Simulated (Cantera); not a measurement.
Input: 1 mol LiOH, 0.36 mol H2, 0.021 mol O2, equilibrated at 975 K.

Equilibrium computed with Cantera from the NASA thermochemical tables; the gas is ideal and each condensed phase is pure. Candidate condensed phases: H2O, Li, LiH, LiOH, Li2O; 17 gas species. Equilibrium is a limit: real reactors are often held back by kinetics, nucleation or transport.

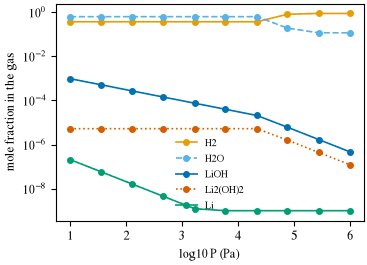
Equilibrium gas composition (values under 1e-9 drawn at 1e-9)

### Question
Read off the mole fractions at 17.0 mbar.

### Answer
H2O about 0.63, H2 about 0.37, LiOH about 7.5e-5, Li2(OH)2 about 5.2e-6.
